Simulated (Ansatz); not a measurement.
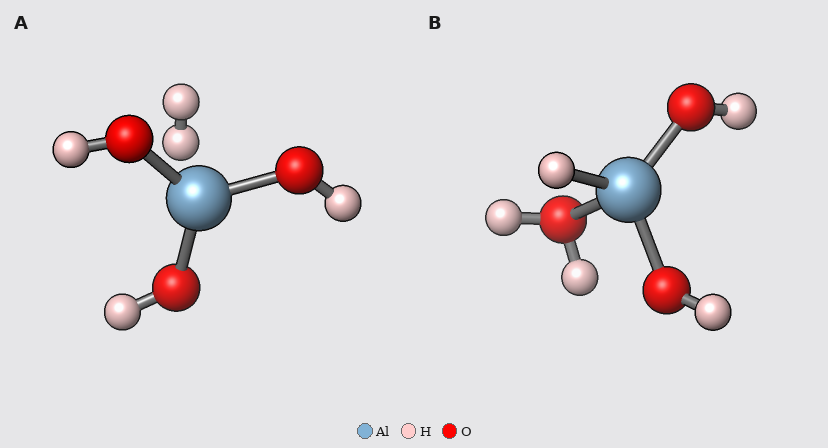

2 stationary structures of one formula. Geometries: PBE0-D4/def2-TZVP. Electronic energies: PBE0-D4/def2-TZVPP (Ansatz 0.2.0), without zero-point energy. Each is one conformer, not always the lowest.

Rank them by energy, lowest first.

A is lowest (a minimum); B lies 0.229 eV above it (a minimum).

Give E(B) − E(A) in eV at these levels too: B3LYP-D4/def2-TZVPP; ωB97M-V/def2-TZVPP; RHF-CCSD(T) (frozen core)/def2-TZVPP; PBE0-D4/def2-TZVP; RHF-MP2 (frozen core)/def2-QZVPP; direct RPA on PBE orbitals (frozen core)/def2-TZVPP; PBE-D4/def2-TZVPP; B2PLYP (frozen core)/def2-TZVPP.

| level | E(B) − E(A) (eV) |
| --- | --- |
| B3LYP-D4/def2-TZVPP | +0.331 |
| ωB97M-V/def2-TZVPP | +0.266 |
| RHF-CCSD(T) (frozen core)/def2-TZVPP | +0.284 |
| PBE0-D4/def2-TZVP | +0.251 |
| RHF-MP2 (frozen core)/def2-QZVPP | +0.367 |
| direct RPA on PBE orbitals (frozen core)/def2-TZVPP | +0.284 |
| PBE-D4/def2-TZVPP | +0.281 |
| B2PLYP (frozen core)/def2-TZVPP | +0.330 |
